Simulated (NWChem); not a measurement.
**One shape, several levels: CH5BBr− (SMILES C[BH2-]Br)**

Wanted: a comparison of 3 runs (HF/STO-3G, HF/3-21G, B3LYP/6-31G*) of CH5BBr−. 

The results are computed with NWChem 7.3.0.

## Step 1: The structure to begin with

CH5BBr−: 8 atoms, total charge -1, spin state singlet. SMILES: `C[BH2-]Br`. The shape is that of a GFN2-xTB optimisation.

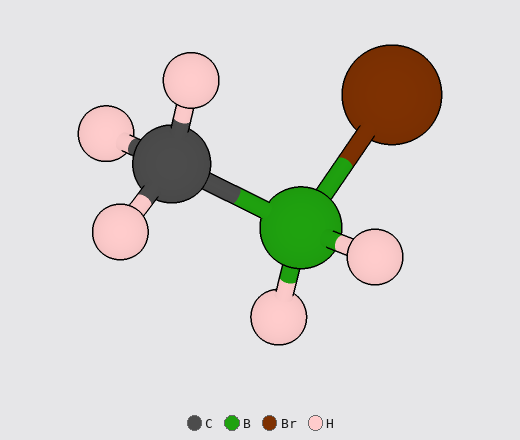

Viewed from a chosen angle; carbon dark grey, boron green, bromine brown, hydrogen pink.

## Step 2: Energy and gradient at HF/STO-3G (run 1)

File mol.nw:

```
start mol
memory total 2200 mb
charge -1

geometry noautosym nocenter noautoz
 C     -0.562690     0.637580    -0.158680
 B      0.338250    -0.697870     0.095910
 Br     2.232320    -0.109000     0.618830
 H     -0.631140     1.273480     0.729760
 H     -1.586600     0.366020    -0.437190
 H     -0.167570     1.260600    -0.967060
 H     -0.077630    -1.358730     1.022440
 H      0.455070    -1.372080    -0.904020
end

basis spherical bse
 * library STO-3G
end

scf
 thresh 1e-08
 maxiter 80
 noprint "final vectors analysis"
end

task scf gradient
```

Started as:

```
$ nwchem mol.nw > mol.out
```

What it wrote:

```text
[...]
  functions       =    33
[...]
  wavefunction    = RHF
[...]
         Total SCF energy =  -2609.316606906323
      One-electron energy =  -3950.680468012097
      Two-electron energy =   1197.679194012071
 Nuclear repulsion energy =    143.684667093703
        Time for solution =      1.2s
[...]
                         RHF ENERGY GRADIENTS
    atom               coordinates                        gradient
                 x          y          z           x          y          z
   1 C      -1.063330   1.204851  -0.299862    0.002819   0.001853   0.001138
   2 B       0.639200  -1.318783   0.181244    0.001277   0.022570  -0.000533
   3 Br      4.218473  -0.205980   1.169419   -0.003736  -0.000173  -0.000868
   4 H      -1.192682   2.406528   1.379046    0.000605   0.003340   0.006195
   5 H      -2.998239   0.691678  -0.826169   -0.004815  -0.003821  -0.001388
   6 H      -0.316661   2.382189  -1.827478    0.003614   0.002893  -0.004938
   7 H      -0.146699  -2.567627   1.932131   -0.005325  -0.013030   0.019895
   8 H       0.859958  -2.592855  -1.708350    0.005561  -0.013632  -0.019501
[...]
```

Wall time 2.4 s (1 thread of Intel Xeon 6975P-C (Granite Rapids), shared host); peak memory 0.094 GiB.

## Step 3: Energy and forces at HF/3-21G (run 2)

File test.nw:

```
start test
memory stack 880 mb heap 220 mb global 1100 mb
charge -1

geometry units angstrom noautosym nocenter noautoz
C    -0.562690    0.637580   -0.158680
B     0.338250   -0.697870    0.095910
Br    2.232320   -0.109000    0.618830
H    -0.631140    1.273480    0.729760
H    -1.586600    0.366020   -0.437190
H    -0.167570    1.260600   -0.967060
H    -0.077630   -1.358730    1.022440
H     0.455070   -1.372080   -0.904020
end

basis spherical bse
* library 3-21G
end

scf
thresh 1e-08
maxiter 80
end

task scf gradient
```

Started as:

```
$ nwchem test.nw > test.out
```

What it wrote:

```text
[...]
  functions       =    50
[...]
  wavefunction    = RHF
[...]
         Total SCF energy =  -2625.198074606318
      One-electron energy =  -3956.000172875727
      Two-electron energy =   1187.117431175706
 Nuclear repulsion energy =    143.684667093703
        Time for solution =      1.6s
[...]
                         RHF ENERGY GRADIENTS
    atom               coordinates                        gradient
                 x          y          z           x          y          z
   1 C      -1.063330   1.204851  -0.299862    0.004055  -0.005969   0.001412
   2 B       0.639200  -1.318783   0.181244    0.034855   0.010458   0.009092
   3 Br      4.218473  -0.205980   1.169419   -0.039370  -0.011189  -0.010744
   4 H      -1.192682   2.406528   1.379046   -0.000730   0.002258   0.001457
   5 H      -2.998239   0.691678  -0.826169   -0.000416   0.000654  -0.000189
   6 H      -0.316661   2.382189  -1.827478    0.000055   0.001908  -0.001530
   7 H      -0.146699  -2.567627   1.932131    0.001160   0.001058  -0.001133
   8 H       0.859958  -2.592855  -1.708350    0.000392   0.000821   0.001634
[...]
```

Run time: 2.8 s. Hardware: 1 thread of Intel Xeon 6975P-C (Granite Rapids), shared host; peak memory 0.094 GiB.

## Step 4: Energy and gradient at B3LYP/6-31G(d) (Cartesian functions) (run 3)

File run.py:

```python
from ase import Atoms
from ase.calculators.nwchem import NWChem

system = Atoms(['C', 'B', 'Br', 'H', 'H', 'H', 'H', 'H'], positions=[
    [-0.562690, 0.637580, -0.158680],
    [0.338250, -0.697870, 0.095910],
    [2.232320, -0.109000, 0.618830],
    [-0.631140, 1.273480, 0.729760],
    [-1.586600, 0.366020, -0.437190],
    [-0.167570, 1.260600, -0.967060],
    [-0.077630, -1.358730, 1.022440],
    [0.455070, -1.372080, -0.904020],
])

calc = NWChem(
    label='work',
    theory='dft',
    memory='2200 mb',
    basis='6-31G*',
    charge=-1,
    dft={'xc': 'b3lyp', 'mult': '1', 'grid': 'xfine', 'convergence': 'energy 1e-08', 'iterations': '100', 'mulliken': None, 'print': 'low'},
)
system.calc = calc

forces = system.get_forces()
e = system.get_potential_energy()
print(f"E = {e:.6f} eV")
print("forces (eV/A):")
for s, f in zip(system.symbols, forces):
    print(f"{s:2s} {f[0]:10.5f} {f[1]:10.5f} {f[2]:10.5f}")
```

Started as:

```
$ export ASE_NWCHEM_COMMAND="nwchem PREFIX.nwi > PREFIX.nwo"
$ python run.py
```

What it wrote:

```text
E = -71836.277655 eV
forces (eV/A):
C     0.23053   -0.25248    0.05435
B    -1.24359   -0.03682   -0.32087
Br    1.27784    0.32828    0.34736
H    -0.03126    0.14120    0.16506
H    -0.28863   -0.07143   -0.07564
H     0.06083    0.15344   -0.16640
H    -0.04983   -0.13581    0.16851
H     0.04417   -0.12640   -0.17232
```

The calculator wrote work.nwi:

```
title "work"

permanent_dir work

scratch_dir work

start work

geometry units angstrom nocenter noautosym noautoz
  C  -5.6269000000000002e-01 6.3758000000000004e-01 -1.5867999999999999e-01
  B  3.3825000000000000e-01 -6.9786999999999999e-01 9.5909999999999995e-02
  Br 2.2323200000000001e+00 -1.0900000000000000e-01 6.1882999999999999e-01
  H  -6.3114000000000003e-01 1.2734799999999999e+00 7.2975999999999996e-01
  H  -1.5866000000000000e+00 3.6602000000000001e-01 -4.3719000000000002e-01
  H  -1.6757000000000000e-01 1.2605999999999999e+00 -9.6706000000000003e-01
  H  -7.7630000000000005e-02 -1.3587300000000000e+00 1.0224400000000000e+00
  H  4.5506999999999997e-01 -1.3720800000000000e+00 -9.0402000000000005e-01
end

charge -1

memory 2200 mb

basis noprint
   * library 6-31G*
end

dft
  xc b3lyp
  mult 1
  grid xfine
  convergence energy 1e-08
  iterations 100
  mulliken
  print low
end

task dft gradient
```

work.nwo:

```text
Northwest Computational Chemistry Package (NWChem) 7.3.0
             --------------------------------------------------------

           Job information
           ---------------

    nwchem branch   = 7.3.0
    use scalapack   = T
    input           = work.nwi
    prefix          = work.
    data base       = work/work.db
    status          = startup
    nproc           =        1

           Memory information
           ------------------

    heap     =     72089596 doubles =      550.0 Mbytes
    stack    =     72089601 doubles =      550.0 Mbytes
    global   =    144179200 doubles =     1100.0 Mbytes (distinct from heap & stack)
    total    =    288358397 doubles =     2200.0 Mbytes
    verify   = yes
    hardfail = no

           Directory information
           ---------------------

  0 permanent = work
  0 scratch   = work

                                NWChem Input Module
                                -------------------

                                       work
                                       ----

[... 26 lines left out ...]
            Nuclear Dipole moment (a.u.)
[... 77 lines left out ...]
   convergence    iter        energy       DeltaE   RMS-Dens  Diis-err    time
[... 11 lines left out ...]
         Total DFT energy =    -2639.934532933553
      One electron energy =    -3967.037972732072
           Coulomb energy =     1286.352079542195
    Exchange-Corr. energy =     -102.933306837378
 Nuclear repulsion energy =      143.684667093703
[... 17 lines left out ...]
     -------------------------------------------
      Total Density - Lowdin Population Analysis
     -------------------------------------------

    Atom       Charge   Shell Charges
 -----------   ------   -------------------------------------------------------
    1 C    6     6.49   1.98  0.37  1.88  0.34  1.46  0.47
    2 B    5     5.43   1.98  0.28  1.37  0.30  1.08  0.43
    3 Br  35    35.37   2.00  1.91  5.99  0.78  5.90  0.56  3.52  0.36  2.03  7.76  3.58  0.98
[... 4 lines of this table left out ...]
    8 H    1     1.02   0.51  0.51

                         DFT ENERGY GRADIENTS

    atom               coordinates                        gradient
                 x          y          z           x          y          z
   1 C      -1.063330   1.204851  -0.299862   -0.004483   0.004910  -0.001057
   2 B       0.639200  -1.318783   0.181244    0.024184   0.000716   0.006240
   3 Br      4.218473  -0.205980   1.169419   -0.024850  -0.006384  -0.006755
[... 4 lines of this table left out ...]
   8 H       0.859958  -2.592855  -1.708350   -0.000859   0.002458   0.003351

 Task  times  cpu:       21.4s     wall:       21.4s
 Total times  cpu:       21.4s     wall:       21.4s
```

Run time: 23 s. Hardware: 1 thread of Intel Xeon 6975P-C (Granite Rapids), shared host; peak memory 0.14 GiB.

## Step 5: Overview of the runs

```csv
run,level,Cartesian functions,iteration cap,energy (Eh),largest force (eV/Å),wall time
1,HF/STO-3G,no,80,-2609.316607,1.256,2.4 s
2,HF/3-21G,no,80,-2625.198075,2.176,2.8 s
3,B3LYP/6-31G* (Cartesian functions),yes,100,-2639.934533,1.364,23 s
```

## Step 6: What came out

| quantity | value |
| --- | --- |
| run 3: total energy | -2639.93453 Eh |
| run 3: largest force on an atom | 1.364 eV/Å |

**Reading.** In run 1 the basis is minimal, so the values are rough. All runs together took 28 s, the longest 23 s.
